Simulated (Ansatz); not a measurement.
Consider SiO2 (space group P3_121, No. 152; a = 4.9213 Å, c = 5.4171 Å). Axes: x lies along a and z along c of the hexagonal cell.

The change: compressive biaxial strain of 1.17 % in the plane normal to [001], as in epitaxy on a mismatched substrate; the out-of-plane cell vector and the atoms relax.

Calculations: DFT with r2SCAN, PAW potentials and a 500 eV plane-wave cutoff in Ansatz (an electronic-structure program), no SOC.

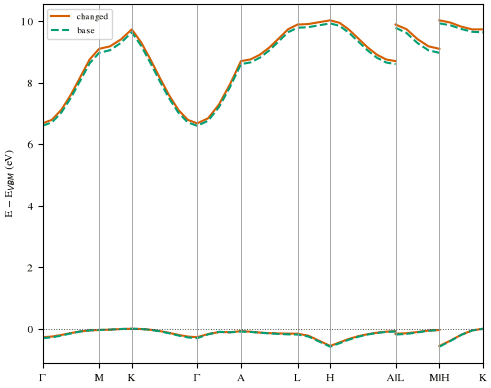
Fig. 1. Highest valence and lowest conduction band along the path, each from its own valence-band maximum

Task: Read the changed gap and its character from the plot.

Result: About 6.7 eV, indirect, K → Γ.

Whether these cells are dynamically stable was not tested.
